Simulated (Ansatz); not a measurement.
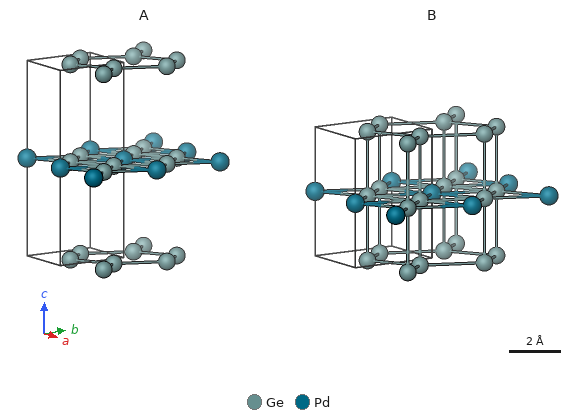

Two geometries of a crystal of Ge4Pd (a generated structure, set up in P6/mmm) (coarse preliminary run), drawn at one scale. One is the start of a relaxation, the other its converged end. Style: ball-and-stick. Shown: the cell of the calculation, repeated 2 × 2 × 1 with one cell outlined, slightly off an axis.

These are results of DFT PBE, scalar-relativistic, plane waves, PAW (Ansatz), not measurements. Set-up: plane-wave cutoff 420 eV; k-point mesh 6 × 6 × 2; occupations gaussian; smearing width 0.1 eV; no spin polarisation; cell and atoms relaxed; force threshold 0.04 eV/Å; at most 70 steps.

Which one is relaxed?

Structure B is the relaxed one. The energy falls by 5.985 eV per cell of the calculation in 13 accepted moves (15 points after the start). All forces vanish by symmetry, so only the cell relaxes. Pressure: 38.93 GPa at the start and 0.27 GPa at the end. At 2 points the geometry stayed and the basis and grid were re-selected for the new cell (energy shift of 0.194 eV per cell of the calculation at most each time). The atoms keep their places relative to the cell (all moves are under 0.005 Å). Cell: a = b 3.893 → 4.716 Å (+21.2 %), c 7.797 → 5.144 Å (−34.0 %). Volume −3.1 %. Some distances before and after: Ge–Ge 3.899 → 2.572 Å, Ge–Ge 2.247 → 2.723 Å, Ge–Pd 2.247 → 2.723 Å. New bonds form: Ge–Ge (3.90 → 2.57 Å). The space group stays P6/mmm (No. 191).

Limits of the set-up: the k-point mesh is coarse for a cell with partly filled bands.
